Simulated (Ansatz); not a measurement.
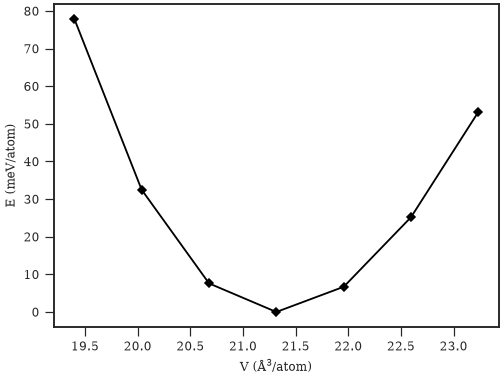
Figure. ReSe$_{2}$ (rutile, P4_2/mnm) under volume change, the program Ansatz at the PBE level (PAW), shape and atoms relaxed at each volume.

Task: What does a third-order Birch–Murnaghan fit give for V₀, B₀ and B′?

Result: V₀ = 21.32 Å³/atom, B₀ = 118 GPa, B′ = 5.3.

A made-up cell: these elements were put on the sites of a structure type; neither database checked (COD, Materials Project) lists it. COD files the formula under space group No. 2, so this cell is another polymorph or a model. Whether it is the stable phase at ambient conditions was not checked. The cell was relaxed with PBE under the symmetry of its start; its stability against distortions is not shown here. The run is not spin-polarised. Spin–orbit coupling is left out wherever it is not named.

Potentials: the later of the program's two PAW sets.
